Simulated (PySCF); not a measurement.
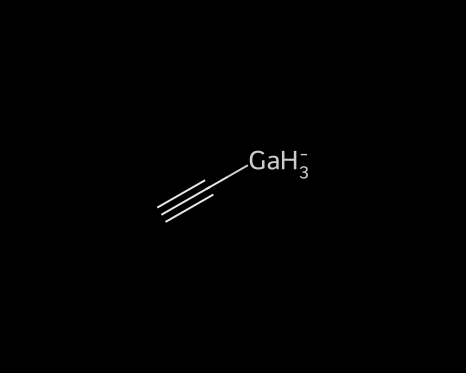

Figure made from data computed with PySCF.

Skeletal drawing of a molecule. The species has charge −1 and is a spin singlet.

Question: Write the SMILES.

Answer: C#[C][GaH3-]

Question: What is the molecular formula?

Answer: C2H4Ga, charge -1.
